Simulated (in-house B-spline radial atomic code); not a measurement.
# Pd³⁵⁺: excited configurations in jj coupling

Aim: the energies of several excited configurations of Pd³⁵⁺ above a reference configuration, each from its own self-consistent run.

The numbers are computed with in-house B-spline radial atomic code version 1 (Dirac-Hartree-Fock, average of configuration, Fermi nucleus, basis-set limit), except any that are marked as measured or tabulated.

## 1. Starting point

```
element       : palladium (Z = 46)
charge        : +35
electrons     : 11
configuration : 1s2 2s2 2p6 3s1
Hamiltonian   : Dirac-Coulomb
nucleus       : Fermi, rms radius 4.532 fm
```

Settings of the run:

```ini
Z = 46
electrons = 11.0
configuration = 1s2 2s2 2p6 3s1
hamiltonian = dirac
method = hf
spin_polarised = False
nucleus = fermi
rms_radius = 4.5318
mass_number = 106
atomic_mass = 105.903480287
speed_of_light = 137.035999084
```

From the earlier run of the reference: total energy -4024.256176 hartree. Levels, eight at most:

```
orbital  occupation  energy (eV)  <r> (bohr)
  1s1/2           2     -26574.7     0.03182
  2s1/2           2     -5610.11      0.1351
  2p1/2           2     -5357.48      0.1147
  2p3/2           4     -5190.93      0.1194
  3s1/2           1     -2250.06      0.3277
```

## 2. Run with 1s2 2s2 2p-2 2p+3 3s1 6g-1

In configurations, a minus sign after the shell means j = l − 1/2 and a plus sign j = l + 1/2; the count of electrons follows.

Settings of the run:

```ini
Z = 46
electrons = 11.0
configuration = 1s2 2s2 2p-2 2p+3 3s1 6g-1
hamiltonian = dirac
method = hf
spin_polarised = False
nucleus = fermi
rms_radius = 4.5318
mass_number = 106
atomic_mass = 105.903480287
speed_of_light = 137.035999084
```

## 3. Configuration 1s2 2s2 2p-2 2p+3 3s1 7s1

The settings differ from step 2 so:

```diff
@@ -2,3 +2,3 @@
 electrons = 11.0
-configuration = 1s2 2s2 2p-2 2p+3 3s1 6g-1
+configuration = 1s2 2s2 2p-2 2p+3 3s1 7s1
 hamiltonian = dirac
```

## 4. 1s2 2s2 2p-2 2p+3 3s1 5d-1

The settings differ from step 3 so:

```diff
@@ -2,3 +2,3 @@
 electrons = 11.0
-configuration = 1s2 2s2 2p-2 2p+3 3s1 7s1
+configuration = 1s2 2s2 2p-2 2p+3 3s1 5d-1
 hamiltonian = dirac
```

## 5. Run with 1s2 2s2 2p6 7d-1

The settings differ from step 4 so:

```diff
@@ -2,3 +2,3 @@
 electrons = 11.0
-configuration = 1s2 2s2 2p-2 2p+3 3s1 5d-1
+configuration = 1s2 2s2 2p6 7d-1
 hamiltonian = dirac
```

## 6. Configuration 1s2 2s2 2p6 7f-1

The settings differ from step 5 so:

```diff
@@ -2,3 +2,3 @@
 electrons = 11.0
-configuration = 1s2 2s2 2p6 7d-1
+configuration = 1s2 2s2 2p6 7f-1
 hamiltonian = dirac
```

Before running: How far above the reference does each configuration lie (order and size, in eV)?

The runs gave:

| net move | configuration | energy above the reference (eV) | with Breit, QED, recoil (eV) | largest <r> (bohr) |
| --- | --- | --- | --- | --- |
| 3s → 7d3/2 | 1s2 2s2 2p6 7d-1 | 1884.41 | 1882.53 | 1.93 |
| 3s → 7f5/2 | 1s2 2s2 2p6 7f-1 | 1888.72 | 1886.79 | 1.87 |
| 2p3/2 → 5d3/2 | 1s2 2s2 2p-2 2p+3 3s1 5d-1 | 4462.14 | 4457.04 | 0.929 |
| 2p3/2 → 6g7/2 | 1s2 2s2 2p-2 2p+3 3s1 6g-1 | 4696.27 | 4691.05 | 1.22 |
| 2p3/2 → 7s | 1s2 2s2 2p-2 2p+3 3s1 7s1 | 4804.73 | 4799.63 | 1.92 |

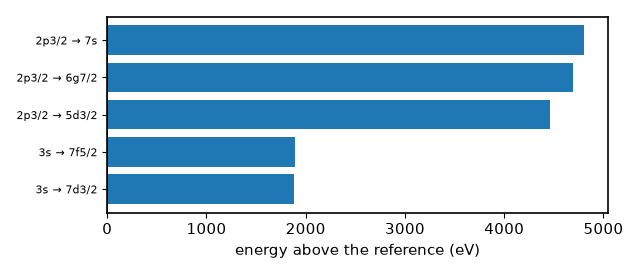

Energy of each configuration above the reference.

The energies run from 1884.41 eV (3s → 7d3/2) to 4804.73 eV (2p3/2 → 7s). Koopmans' estimate of the ionisation threshold is 2250.06 eV; 3 configurations exceed it by over 2 % and could autoionise. Two partly filled shells share a symmetry and can mix in the average, which may lower the energy, for: 2p3/2 → 7s. These are averages over configurations, without correlation, not spectroscopic levels.
